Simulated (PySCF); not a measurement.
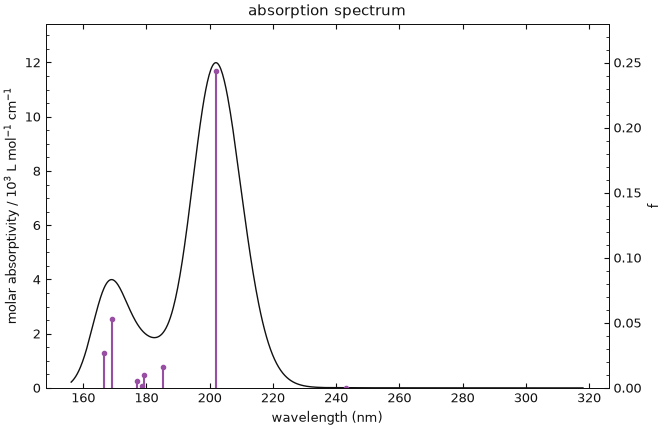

Computed absorption of C₂H₅FPSi⁺, SMILES FC1=C([SiH3])[PH2+]1. Vertical TDDFT excitations, CAM-B3LYP/def2-SVPD in PySCF 2.14.0, at a GFN2-xTB geometry (no frequency check), gas phase. The lowest 8 singlet states are shown; each is broadened by a Gaussian of 1/e half-width 0.33 eV. Sticks give oscillator strengths (right axis).

> Where is the lowest singlet, and is it bright?

S1 lies at 5.10 eV (243 nm) with f = 0.000, mainly HOMO−1 → LUMO (68 %); it is dark or nearly so.

> Does any vertical transition fall in the visible?

No singlet lies below 3.1 eV (beyond 400 nm), so at this level no vertical transition falls in the visible.

> Which of the computed transitions is the brightest, and what character does the calculation give it?

S2 at 6.14 eV (202 nm), f = 0.243, mainly HOMO → LUMO (68 %).

Caveats: the tight-binding geometry is rougher than a DFT one and adds to the error; core orbitals are frozen in the response.
